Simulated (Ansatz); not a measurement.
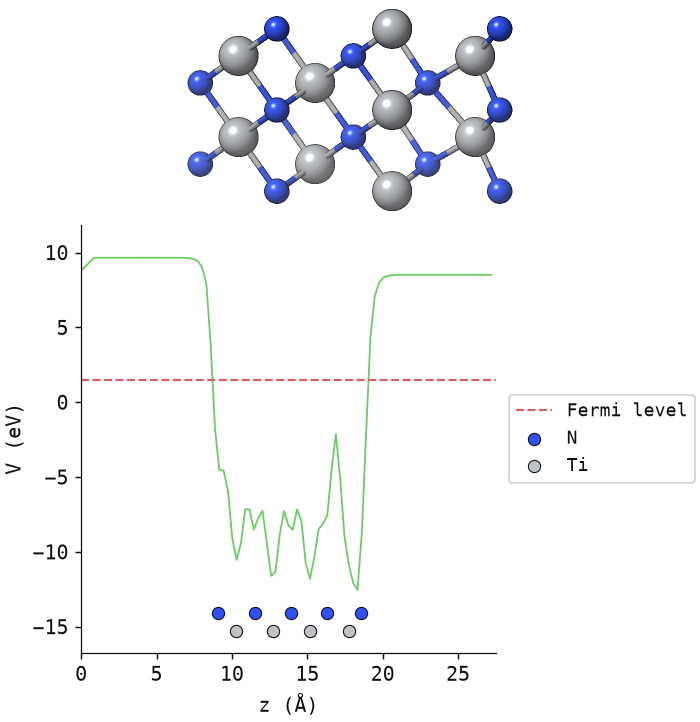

Plane-averaged electrostatic potential energy of an electron across the slab; circles at the bottom mark the heights of the atoms (positions after relaxation). The structure is drawn too.

Structure: a (111) slab cut from TiN (Fm-3m), of composition Ti4N5 (not the bulk's), ended by Ti above and N below, 9 atoms in the cell; a = 2.97 Å, b = 2.97 Å, c = 27.49 Å, α = 90.00°, β = 90.00°, γ = 120.00°.

Computed with Ansatz 0.2.0: DFT PBEsol, scalar-relativistic, plane waves, PAW, no spin polarisation, 12×12×1 k mesh, 420 eV cutoff, Gaussian smearing of 0.1 eV.

**What is the work function?**

The work function is 7.02 eV at the right face and 8.15 eV at the left.

**How thick are slab and vacuum?**

The outermost atoms are 9.5 Å apart, which leaves 18.0 Å of vacuum in a cell 27.5 Å high.

The electron count is odd and the run has no spin polarisation, so a magnetic state may lie lower.
